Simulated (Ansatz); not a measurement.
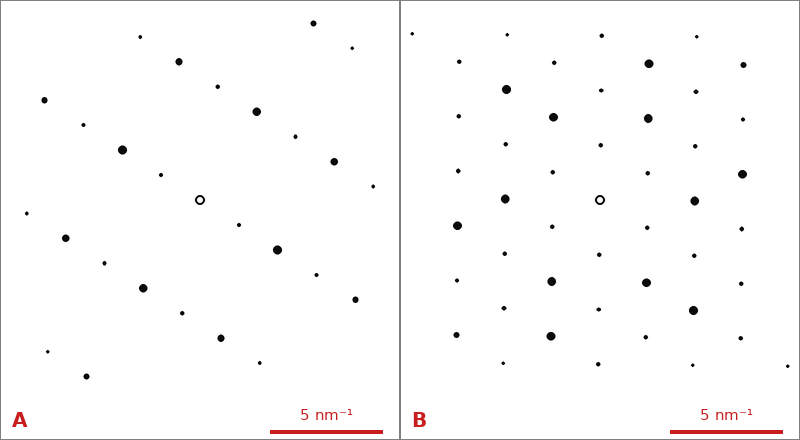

Kinematic electron diffraction patterns (300 kV, B = 0.5 Å², same scale, each along a low-index zone) of two structures of composition SrOs, each relaxed at zero pressure with Ansatz, DFT PBE, scalar-relativistic, plane waves, PAW.

The structures (standard cells):
1. P4/mmm (No. 123), a = 2.996 Å, c = 4.813 Å, 2 atoms; generated start, possibly hypothetical
2. P2_13 (No. 198), a = 5.744 Å, 8 atoms; generated start, possibly hypothetical

Which pattern belongs to which structure, and along which zone?

A is structure 1 along [110] or an equivalent direction: rectangular net of 0 0 1 (weak) at d = 4.81 Å and 1 -1 0 at d = 2.12 Å, 90.0° apart. B is structure 2 along [111] or an equivalent direction: hexagonal net of -1 1 0 at d = 4.06 Å and -1 0 1 at d = 4.06 Å, 60.0° apart.

Which structure lies lowest at this level of theory, and by how much?

Structure 1 (P4/mmm, 21.60 Å³ an atom) is the lowest of these; structure 2 (P2_13, 23.69 Å³ an atom) lies about 340 meV an atom higher. These are static energies at 0 K; other structures, not shown, may lie lower still.
